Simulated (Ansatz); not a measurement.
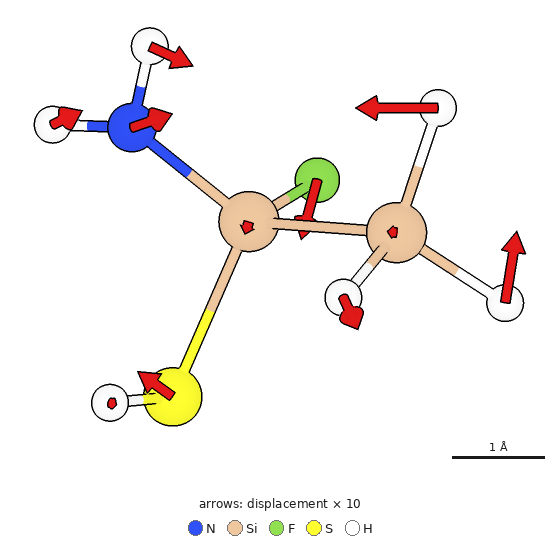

This is a relaxation of Si$_{2}$NH$_{6}$SF. The starting structure is drawn; red arrows show the displacements, magnified 10 times. The two geometries are superimposed by the best rigid fit.

A ball-and-stick model, seen at a tilt.

The start comes from PBE-D4/def2-SVP.

Level of theory: RKS PBE0-D4/def2-TZVP in Ansatz 0.2.0.

Input file:
```yaml
crystal:
  periodic: [false, false, false]
  atoms:
    - {symbol: N, position_ang: [-0.141750, 1.243603, 1.242675]}
    - {symbol: Si, position_ang: [0.015981, 0.645312, -0.365004]}
    - {symbol: F, position_ang: [1.025828, 1.518204, -1.334882]}
    - {symbol: Si, position_ang: [0.792801, -1.565443, -0.310243]}
    - {symbol: S, position_ang: [-1.893177, 0.844705, -1.352015]}
    - {symbol: H, position_ang: [0.587318, 1.071452, 1.939370]}
    - {symbol: H, position_ang: [-0.630106, 2.126885, 1.414484]}
    - {symbol: H, position_ang: [1.078909, -2.041482, -1.707376]}
    - {symbol: H, position_ang: [-0.269942, -2.444839, 0.294056]}
    - {symbol: H, position_ang: [2.046319, -1.700392, 0.516917]}
    - {symbol: H, position_ang: [-2.546881, 0.244995, -0.317382]}
basis:
  gaussian: {orbitals: def2-TZVP}
hamiltonian: {xc: pbe0, dispersion: d4}
relax: {f_tol: 0.005, max_steps: 150}
```

Command:
```bash
ansatz run in.yaml --threads 4 --pin off --events-out ev --progress --plain --max-ram 10444MiB
```

> What did the optimiser do to the structure, and how much energy did it gain?

The atom that moves furthest after the best rigid fit is H10 (0.093 Å). By element the largest moves are H 0.093 Å, F 0.074 Å, N 0.056 Å, S 0.049 Å, Si 0.015 Å. Near-neighbour distances that change, for instance: Si2–F3 1.650 → 1.606 Å, N1–Si2 1.723 → 1.696 Å, Si2–S5 2.158 → 2.133 Å, S5–H11 1.363 → 1.344 Å. Over 10 accepted moves (11 points after the start) the energy falls by 6.87 kJ/mol. The largest force component goes from 0.81 to 0.0012 eV/Å. The line search rejected the trial step at point 10 of the run.
